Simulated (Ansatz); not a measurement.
BaH2 (Pnma), computed twice by G0W0.

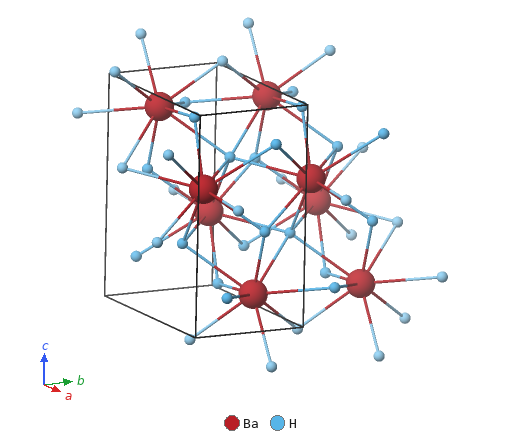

The structure (barium red, hydrogen blue). 1×2×1 cells are drawn. Some periodic images of atoms are drawn too.

```xyz
12
Lattice="6.7920 0.0000 0.0000 0.0000 4.1680 0.0000 0.0000 0.0000 7.8580" Properties=species:S:1:pos:R:3 pbc="T T T"
Ba    1.7679    1.0420    6.9829
Ba    1.6281    3.1260    3.0539
Ba    5.1639    1.0420    4.8041
Ba    5.0241    3.1260    0.8751
H     0.2921    1.0420    1.3673
H     3.1039    3.1260    5.2963
H     3.6881    1.0420    2.5617
H     6.4999    3.1260    6.4907
H     4.3876    1.0420    7.1783
H     5.8004    3.1260    3.2493
H     0.9916    1.0420    4.6087
H     2.4044    3.1260    0.6797
```

The cell and positions come from the Crystallography Open Database and are kept as given unless a step says otherwise. Spin-orbit coupling is left out unless a run names it.

The first (Ansatz 0.2.0; start LDA, 2×4×2 mesh, 1022 empty bands, screening to 160 eV, PAW set soft_1 files; 1 × NVIDIA H100 80GB HBM3 (shared by 6 runs) with 3 threads of AMD EPYC 7R13 (Zen 3), shared host) gave, on its mesh: starting gap 2.80 eV, G0W0 gap 4.58 eV, RPA ε∞ (mean) 4.25, 51 s.

Q: The second changes empty bands from 1022 to 167 and screening cutoff (eV) from 160.0 to 48. What does it give?

It gave: starting gap 2.80 eV, G0W0 gap 4.40 eV, RPA ε∞ (mean) 4.25, 19 s. The G0W0 gap moves by −0.18 eV, +0.00 eV from the start and −0.18 eV from the correction. Σc changes by +0.46 eV at the valence top and +0.28 eV at the conduction bottom, and Σx − Vxc between them by +0.00 eV.

Limits: not at the basis limit; no spin-orbit coupling; coarse k mesh.

[Paths, hosts, dates, memory and timing lines, banners, echoed tables and standing remarks are left out of the program output.]

[Logs are printed without paths, hosts, clocks, repeated set-up lines and the standing remarks that a program may print on its own settings, such as how far it seeks lower states.]

[Runs of the session that timed out or met a known fault of the program may be left out.]

[Cells called generated may have been cut or substituted from an entry of the Crystallography Open Database or the Materials Project.]

[Hosts, paths, dates, database ids (printed as entryN), source tags and the programs' standing remarks are cut or masked in the printed files.]
